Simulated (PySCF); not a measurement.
**[BCl2]+ (SMILES Cl[B+]Cl) at CCSD(T)/STO-6G**

Aim: the energy change on altering one bond length of [BCl2]+ at CCSD(T)/STO-6G, from 2 runs. The job is set up through a Python script.

The calculation is run with PySCF 2.14.0.

8 further runs of the same task are left out: 8 set aside as unsound or not needed.

### 1 The molecule

[BCl2]+: 3 atoms, total charge +1, spin state singlet. SMILES: `Cl[B+]Cl`. Geometry: relaxed at GFN2-xTB.

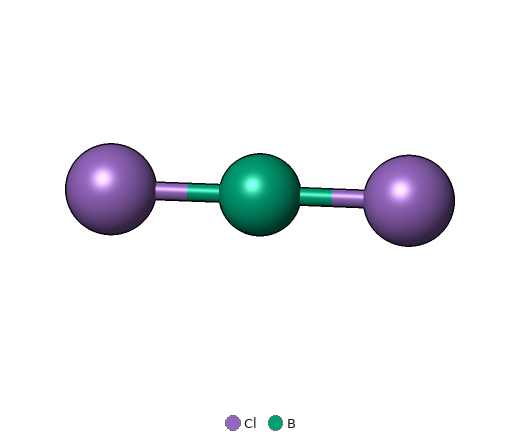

Viewed from a chosen angle; chlorine purple, boron teal.

### 2 The energy at CCSD(T)/STO-6G

geometry.xyz

```xyz
3

Cl    -1.238380     0.766480    -0.591300
B      0.000740     0.001360     0.000550
Cl     1.237640    -0.767840     0.590740
```

run.py

```python
from pyscf import gto, cc

mol = gto.M(
    atom='geometry.xyz',
    spin=0,
    basis='sto-6g',
    max_memory=1860,
    verbose=4,
    charge=1,
)

hf = mol.RHF()
hf.conv_tol = 1e-10
hf.kernel()
if not hf.converged:
    hf = hf.newton().run(hf.mo_coeff, hf.mo_occ)

mycc = cc.CCSD(hf, frozen=11)
mycc.kernel()
e_t = mycc.ccsd_t()
e_final = mycc.e_tot + e_t
print('E(%s) = %.9f' % ('CCSD(T)', e_final))
```

Launch:

```bash
$ OMP_NUM_THREADS=1 python run.py
```

Standard output:

```text
PySCF version 2.14.0

[INPUT] num. atoms = 3
[INPUT] num. electrons = 38
[INPUT] charge = 1
[INPUT] spin (= nelec alpha-beta = 2S) = 0
[INPUT] symmetry False subgroup None
[INPUT] Mole.unit = angstrom
[INPUT] Symbol           X                Y                Z      unit          X                Y                Z       unit  Magmom
[INPUT]  1 Cl    -1.238380000000   0.766480000000  -0.591300000000 AA   -2.340199038139   1.448437279957  -1.117395057455 Bohr   0.0
[INPUT]  2 B      0.000740000000   0.001360000000   0.000550000000 AA    0.001398397332   0.002570027529   0.001039349369 Bohr   0.0
[INPUT]  3 Cl     1.237640000000  -0.767840000000   0.590740000000 AA    2.338800640807  -1.451007307486   1.116336810826 Bohr   0.0

nuclear repulsion = 105.883521913253
number of shells = 13
number of NR pGTOs = 138
number of NR cGTOs = 23
basis = sto-6g
ecp = {}

******** <class 'pyscf.scf.hf.RHF'> ********
method = RHF
initial guess = minao
damping factor = 0
level_shift factor = 0
DIIS = <class 'pyscf.scf.diis.CDIIS'>
diis_start_cycle = 1
diis_space = 8
diis_damp = 0
SCF conv_tol = 1e-10
SCF conv_tol_grad = None
SCF max_cycles = 50
direct_scf = True
direct_scf_tol = 1e-13
Set gradient conv threshold to 1e-05
Initial guess from minao.
init E= -940.950192284672
  HOMO = -0.500738240118497  LUMO = 0.159043839205251  gap/eV = 17.95358
cycle= 1 E= -940.212267005494  delta_E= 0.738  |g|= 0.533  |ddm|= 2.43
  HOMO = -0.74741971744402  LUMO = -0.234082939627398  gap/eV = 13.96861
cycle= 2 E= -940.30673900277  delta_E= -0.0945  |g|= 0.255  |ddm|= 1.33
  HOMO = -0.75824311380381  LUMO = -0.131893539940259  gap/eV = 17.04384
cycle= 3 E= -940.329748124671  delta_E= -0.023  |g|= 0.0231  |ddm|= 0.416
  HOMO = -0.756409799756297  LUMO = -0.129813516491689  gap/eV = 17.05055
cycle= 4 E= -940.330007800802  delta_E= -0.00026  |g|= 0.00173  |ddm|= 0.056
  HOMO = -0.756168711650042  LUMO = -0.131103971864747  gap/eV = 17.00888
cycle= 5 E= -940.330009894284  delta_E= -2.09e-06  |g|= 0.000409  |ddm|= 0.0059
  HOMO = -0.756186452012087  LUMO = -0.13091415480109  gap/eV = 17.01453
cycle= 6 E= -940.330010044194  delta_E= -1.5e-07  |g|= 0.000106  |ddm|= 0.00148
  HOMO = -0.756180811995758  LUMO = -0.130888918008668  gap/eV = 17.01506
cycle= 7 E= -940.330010051649  delta_E= -7.46e-09  |g|= 3.55e-06  |ddm|= 0.000355
  HOMO = -0.75618035829008  LUMO = -0.130888723148045  gap/eV = 17.01505
cycle= 8 E= -940.330010051657  delta_E= -7.5e-12  |g|= 2.33e-07  |ddm|= 7.71e-06
  HOMO = -0.756180367128859  LUMO = -0.130888543091979  gap/eV = 17.01506
Extra cycle  E= -940.330010051657  delta_E= -4.55e-13  |g|= 7.89e-08  |ddm|= 5.04e-07
converged SCF energy = -940.330010051657

******** <class 'pyscf.cc.ccsd.CCSD'> ********
CC2 = 0
CCSD nocc = 8, nmo = 12
frozen orbitals 11
max_cycle = 50
direct = 0
conv_tol = 1e-07
conv_tol_normt = 1e-05
diis_space = 6
diis_start_cycle = 0
diis_start_energy_diff = 1e+09
Init t2, MP2 energy = -940.406392765277  E_corr(MP2) -0.0763827136199887
Init E_corr(CCSD) = -0.0763827136199919
cycle = 1  E_corr(CCSD) = -0.0772791217644381  dE = -0.000896408144  norm(t1,t2) = 0.0617282
cycle = 2  E_corr(CCSD) = -0.082792232914503  dE = -0.00551311115  norm(t1,t2) = 0.0165284
cycle = 3  E_corr(CCSD) = -0.0830262113652056  dE = -0.000233978451  norm(t1,t2) = 0.00804167
cycle = 4  E_corr(CCSD) = -0.0839300899619007  dE = -0.000903878597  norm(t1,t2) = 0.00312006
cycle = 5  E_corr(CCSD) = -0.0839044484401988  dE = 2.56415217e-05  norm(t1,t2) = 0.000450262
cycle = 6  E_corr(CCSD) = -0.0839068064316092  dE = -2.35799141e-06  norm(t1,t2) = 7.35118e-05
cycle = 7  E_corr(CCSD) = -0.0839069137260673  dE = -1.07294458e-07  norm(t1,t2) = 1.8349e-05
cycle = 8  E_corr(CCSD) = -0.0839069285957912  dE = -1.48697239e-08  norm(t1,t2) = 3.04164e-06
CCSD converged
E(CCSD) = -940.4139169802528  E_corr = -0.08390692859579116
CCSD(T) correction = -0.00601687139434322
E(CCSD(T)) = -940.419933852
```

Run time: 1 s. Hardware: 1 thread of Arm Neoverse V1, shared host; peak memory 0.12 GiB.

### 3 The distorted shape

calc.py

```python
from pyscf import gto, scf, cc

mol = gto.M(
    atom='Cl -2.229708 1.378596 -1.064795; B 0.000740 0.001360 0.000550; Cl 1.237640 -0.767840 0.590740',
    charge=1,
    basis='sto-6g',
    spin=0,
    verbose=3,
    max_memory=1860,
)

hf = scf.RHF(mol)
hf.conv_tol = 1e-10
hf.kernel()
if not hf.converged:
    hf = hf.newton().run(hf.mo_coeff, hf.mo_occ)

mycc = cc.CCSD(hf, frozen=11)
mycc.kernel()
e_t = mycc.ccsd_t()
energy = mycc.e_tot + e_t
print('Final energy', energy)
```

Launch:

```bash
$ OMP_NUM_THREADS=1 python calc.py
```

Standard output:

```text
converged SCF energy = -940.104358527886
E(CCSD) = -940.2485430957635  E_corr = -0.1441845678772463
CCSD(T) correction = -0.00830414427425147
Final energy -940.2568472400377
```

Run time: 0.98 s. Hardware: 1 thread of Arm Neoverse V1, shared host; peak memory 0.1 GiB.

### 4 Summary of results

At CCSD(T)/STO-6G, 11 core orbitals frozen:

| quantity | value |
| --- | --- |
| first shape: total energy | -940.41993 Eh |
| first shape: HOMO energy (Hartree–Fock orbitals) | -20.58 eV |
| first shape: LUMO energy (Hartree–Fock orbitals) | -3.56 eV |
| first shape: HOMO–LUMO gap (Hartree–Fock orbitals) | 17.02 eV |
| first shape: correlation energy (11 core orbitals frozen) | -89.9 mEh |
| first shape: (T) correction | -6.02 mEh |
| first shape: T1 diagnostic | 0.018 |
| distorted shape: total energy | -940.25685 Eh |
| distorted shape: HOMO energy (Hartree–Fock orbitals) | -17.34 eV |
| distorted shape: LUMO energy (Hartree–Fock orbitals) | -8.12 eV |
| distorted shape: HOMO–LUMO gap (Hartree–Fock orbitals) | 9.22 eV |
| distorted shape: correlation energy (11 core orbitals frozen) | -152.5 mEh |
| distorted shape: (T) correction | -8.30 mEh |
| distorted shape: T1 diagnostic | 0.037 |
| energy change with the Cl1–B2 bond stretched from 1.572 to 2.830 Å | 4.438 eV |

**Reading.** With the Cl1–B2 bond stretched from 1.572 to 2.830 Å the energy rises by 4.44 eV (428 kJ/mol). The first shape isn't relaxed at this level, so the change isn't measured from a minimum. The minimal basis adds a large error of its own. Mulliken charges (first shape) of the mean-field density run from +0.20 on Cl1 to +0.61 on B2; they depend strongly on the basis. The triples (first shape) make up 6.7 % of the correlation energy. The T1 diagnostic (distorted shape) of 0.037 is above the customary mark for such species, so a single reference may not serve. The triples (distorted shape) make up 5.4 % of the correlation energy.
